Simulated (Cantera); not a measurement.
A closed system holds: 1 mol Si, 10 mol HBr, 67 mol H₂, at 1027 °C.

Cantera equilibrium calculation (NASA polynomials, part measured and part estimated; ideal gas, pure solids and liquids). Candidate condensed phases: Br₂, Si; 19 gas species. The tables' values for SiBr₃, SiBr are old estimates; treat these amounts as uncertain. Kinetics and transport are ignored.

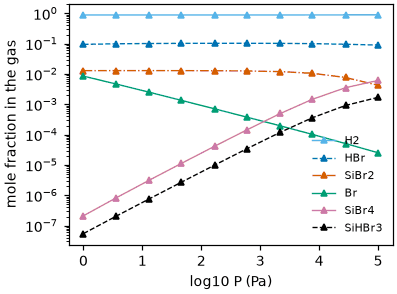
Fig. 1. Equilibrium gas composition (values under 1e-9 drawn at 1e-9)

From 0.00750 Torr to 750 Torr nothing is condensed. The main Si-bearing gas is SiBr₂ at 0.00750 Torr and SiBr₄ at 750 Torr.
